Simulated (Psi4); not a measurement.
**SiSbH3F (SMILES [F][Sb][SiH3]) at UB2PLYP/def2-SVPD (core potential, density fitting for correlation)**

What is the vertical doublet–quartet gap of SiSbH3F at UB2PLYP/def2-SVPD (core potential, density fitting for correlation)? 

The results are computed with Psi4 1.11.

## (1) The molecule

The species is SiSbH3F (6 atoms), meant as a doublet with charge 0. SMILES: `[F][Sb][SiH3]`. Geometry: relaxed at PBE0-D4/def2-TZVP.

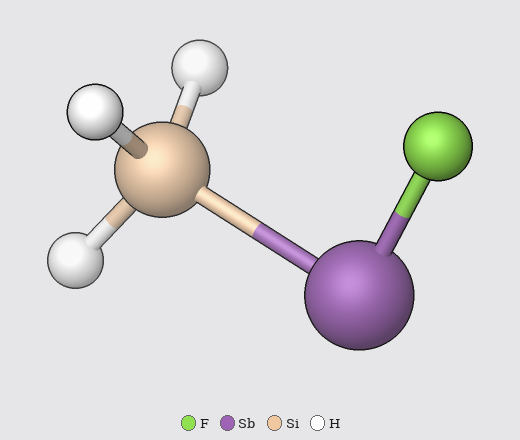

The structure, seen from a chosen angle (fluorine green, antimony purple, silicon light orange, hydrogen white).

## (2) The energy at UB2PLYP/def2-SVPD (core potential, density fitting for correlation)

Contents of job.py:

```python
import psi4

psi4.set_memory(1600000000)
psi4.set_num_threads(1)
psi4.set_output_file('run.log', False)

mol = psi4.geometry("""
0 2
F      2.49141492    -3.41908148     2.56757089
Sb    -0.52515489    -3.68402108     0.53441455
Si    -0.45958139     1.06089225    -0.61586174
H     -2.66016747     1.56469323    -2.29582827
H      1.91126900     1.71417057    -1.97306305
H     -0.67822271     2.64221507     1.69527331
units au
symmetry c1
no_reorient
no_com
""")

psi4.set_options({
    'basis': 'def2-SVPD',
    'reference': 'uks',
    'puream': True,
    'e_convergence': 1e-09,
    'd_convergence': 1e-08,
    'scf_type': 'pk',
    'dft_radial_points': 99,
    'dft_spherical_points': 590,
    'num_frozen_docc': 10,
    'maxiter': 200,
})

e_tot = psi4.energy('B2PLYP')
print('E =', round(e_tot, 9))
for k, v in sorted(psi4.core.scalar_variables().items()):
    print(f'{k:45s} {v:18.10f}')
```

Launch:

```bash
$ python job.py
```

run.log:

```text
[...]
    !!!  WARNING: ECP capability is in beta. Please check occupations closely.  !!!
[...]
  Running in c1 symmetry.
[...]
  Nuclear repulsion =  172.930249414535382
[...]
  Multiplicity = 2
[...]
  Nalpha       = 25
  Nbeta        = 24
[...]
    Number of basis functions: 103
[...]
   @UKS iter   1:  -630.42046027545359   -1.65375e+00   5.73637e-03 ADIIS/DIIS
[...]
   @UKS iter  14:  -630.61497163513047   -3.18323e-12   3.02441e-09 DIIS
[...]
   @S^2 Observed:                7.557229892E-01
[...]
    Orbital Energies [Eh]
    ---------------------
    Alpha Occupied:
       1A    -67.237686     2A    -25.325751     3A     -6.084519
       4A     -5.649022     5A     -4.248399     6A     -4.247008
       7A     -4.239807     8A     -3.906456     9A     -3.905911
      10A     -3.905659    11A     -1.478399    12A     -1.469046
      13A     -1.465061    14A     -1.461110    15A     -1.460932
      16A     -1.267882    17A     -0.671811    18A     -0.598078
      19A     -0.498058    20A     -0.492872    21A     -0.470585
      22A     -0.421279    23A     -0.418739    24A     -0.310614
      25A     -0.266521
    Alpha Virtual:
[...]
  @UKS Final Energy:  -630.61497163513047
   => Energetics <=
    Nuclear Repulsion Energy =            172.9302494145353819
    One-Electron Energy =               -1306.7933140573288711
    Two-Electron Energy =                 528.0989125273798663
    DFT Exchange-Correlation Energy =     -24.8508195197168753
    Empirical Dispersion Energy =           0.0000000000000000
    VV10 Nonlocal Energy =                  0.0000000000000000
    Total Energy =                       -630.6149716351304733
[...]
 Multipole Moments:
 ------------------------------------------------------------------------------------
     Multipole            Electronic (a.u.)      Nuclear  (a.u.)        Total (a.u.)
 ------------------------------------------------------------------------------------
 L = 1.  Multiply by 2.5417464519 to convert [e a0] to [Debye]
 Dipole X            :         -3.3038943            2.4829112           -0.8209832
 Dipole Y            :         94.8075048          -94.7306478            0.0768570
 Dipole Z            :        -24.7945838           24.2039903           -0.5905935
 Magnitude           :                                                    1.0142589
[...]
```

On the terminal:

```text
E = -630.752173517
B2PLYP DOUBLE-HYBRID CORRECTION ENERGY             -0.1372018820
B2PLYP TOTAL ENERGY                              -630.7521735171
CURRENT ENERGY                                   -630.7521735171
CURRENT REFERENCE ENERGY                         -630.6149716351
DD SOLVATION ENERGY                                 0.0000000000
DFT FUNCTIONAL TOTAL ENERGY                      -630.6149716351
DFT TOTAL ENERGY                                 -630.7521735171
DFT VV10 ENERGY                                     0.0000000000
DFT XC ENERGY                                     -24.8508195197
DOUBLE-HYBRID CORRECTION ENERGY                    -0.1372018820
GRID ELECTRONS ALPHA                               24.9999995149
GRID ELECTRONS BETA                                23.9999996135
GRID ELECTRONS TOTAL                               48.9999991284
NUCLEAR REPULSION ENERGY                          172.9302494145
ONE-ELECTRON ENERGY                             -1306.7933140573
PCM POLARIZATION ENERGY                             0.0000000000
PE ENERGY                                           0.0000000000
SCF ITERATION ENERGY                             -630.6149716351
SCF ITERATIONS                                     14.0000000000
SCF TOTAL ENERGY                                 -630.6149716351
TWO-ELECTRON ENERGY                               528.0989125274
XC GRID RADIAL POINTS                              99.0000000000
XC GRID SPHERICAL POINTS                          590.0000000000
XC GRID TOTAL POINTS                           334833.0000000000
```

Run time: 26 s. Hardware: 1 thread of Intel Xeon Platinum 8488C (Sapphire Rapids), shared host; peak memory 0.72 GiB.

## (3) The quartet

Contents of input.json:

```json
{
  "schema_name": "qcschema_input",
  "schema_version": 1,
  "molecule": {
    "schema_name": "qcschema_molecule",
    "schema_version": 2,
    "symbols": ["F", "Sb", "Si", "H", "H", "H"],
    "geometry": [2.49141492, -3.41908148, 2.56757089, -0.52515489, -3.68402108, 0.53441455, -0.45958139, 1.06089225, -0.61586174, -2.66016747, 1.56469323, -2.29582827, 1.911269, 1.71417057, -1.97306305, -0.67822271, 2.64221507, 1.69527331],
    "molecular_charge": 0,
    "molecular_multiplicity": 4,
    "fix_symmetry": "c1",
    "fix_com": true,
    "fix_orientation": true
  },
  "driver": "energy",
  "model": {
    "method": "b2plyp",
    "basis": "def2-SVPD"
  },
  "keywords": {
    "reference": "uks",
    "puream": true,
    "e_convergence": 1e-09,
    "d_convergence": 1e-08,
    "scf_type": "pk",
    "dft_radial_points": 99,
    "dft_spherical_points": 590,
    "num_frozen_docc": 10,
    "maxiter": 200
  }
}
```

Launch:

```bash
$ psi4 --qcschema input.json -n 1 --memory 1600MB
```

stdout:

```text
[...]
    !!!  WARNING: ECP capability is in beta. Please check occupations closely.  !!!
[...]
  Running in c1 symmetry.
[...]
  Nuclear repulsion =  172.930249414535382
[...]
  Multiplicity = 4
[...]
  Nalpha       = 26
  Nbeta        = 23
[...]
    Number of basis functions: 103
[...]
   @UKS iter   1:  -630.23889415255292   -1.47219e+00   6.35470e-03 DIIS/ADIIS
[...]
   @UKS iter  16:  -630.48052021309820   -5.45697e-12   3.38017e-09 DIIS
[...]
   @S^2 Observed:                3.755765638E+00
[...]
    Orbital Energies [Eh]
    ---------------------
    Alpha Occupied:
       1A    -67.284984     2A    -25.307364     3A     -6.091179
       4A     -5.693956     5A     -4.255830     6A     -4.252154
       7A     -4.247627     8A     -3.955532     9A     -3.949058
      10A     -3.948913    11A     -1.480835    12A     -1.475850
      13A     -1.475378    14A     -1.470029    15A     -1.467584
      16A     -1.262600    17A     -0.703138    18A     -0.622792
      19A     -0.495728    20A     -0.484915    21A     -0.484768
      22A     -0.448146    23A     -0.444043    24A     -0.361169
      25A     -0.275664    26A     -0.167825
    Alpha Virtual:
[...]
  @UKS Final Energy:  -630.48052021309820
   => Energetics <=
    Nuclear Repulsion Energy =            172.9302494145353819
    One-Electron Energy =               -1306.1501998804496907
    Two-Electron Energy =                 527.5797301968883630
    DFT Exchange-Correlation Energy =     -24.8402999440722461
    Empirical Dispersion Energy =           0.0000000000000000
    VV10 Nonlocal Energy =                  0.0000000000000000
    Total Energy =                       -630.4805202130982025
[...]
 Multipole Moments:
 ------------------------------------------------------------------------------------
     Multipole            Electronic (a.u.)      Nuclear  (a.u.)        Total (a.u.)
 ------------------------------------------------------------------------------------
 L = 1.  Multiply by 2.5417464519 to convert [e a0] to [Debye]
 Dipole X            :         -3.2536246            2.4829112           -0.7707135
 Dipole Y            :         95.3186003          -94.7306478            0.5879526
 Dipole Z            :        -24.8890110           24.2039903           -0.6850207
 Magnitude           :                                                    1.1869881
[...]
```

The result, in JSON:

```text
{
 "driver": "energy",
 "model": {
  "method": "b2plyp",
  "basis": "def2-SVPD"
 },
 "success": true,
 "return_result": -630.617598349469,
 "properties": {
  "calcinfo_nbasis": 103,
  "calcinfo_nmo": 103,
  "calcinfo_nalpha": 26,
  "calcinfo_nbeta": 23,
  "calcinfo_natom": 6,
  "nuclear_repulsion_energy": 172.93024941453538,
  "return_energy": -630.617598349469,
  "scf_one_electron_energy": -1306.1501998804497,
  "scf_two_electron_energy": 527.5797301968884,
  "scf_xc_energy": -24.840299944072246,
  "scf_dipole_moment": [-0.7707134538708216, 0.5879525524564428, -0.6850207393366539],
  "scf_total_energy": -630.4805202130982,
  "scf_iterations": 16
 }
}
```

Run time: 32 s. Hardware: 1 thread of Intel Xeon Platinum 8488C (Sapphire Rapids), shared host; peak memory 0.72 GiB.

## (4) What came out

At UB2PLYP/def2-SVPD (core potential, density fitting for correlation), 10 core orbitals frozen:

| quantity | value |
| --- | --- |
| doublet: total energy | -630.75217 Eh |
| doublet: HOMO energy (SCF part's orbitals) (highest over α and β) | -7.25 eV |
| doublet: LUMO energy (SCF part's orbitals) (lowest over α and β) | -2.09 eV |
| doublet: ⟨S²⟩ | 0.756 |
| quartet: total energy | -630.61760 Eh |
| quartet: HOMO energy (SCF part's orbitals) (highest over α and β) | -4.57 eV |
| quartet: LUMO energy (SCF part's orbitals) (lowest over α and β) | -4.29 eV |
| quartet: ⟨S²⟩ | 3.756 |
| vertical energy of the quartet above the doublet | 3.662 eV |

What this shows: At this shape the quartet lies 3.66 eV (353 kJ/mol) above the doublet.
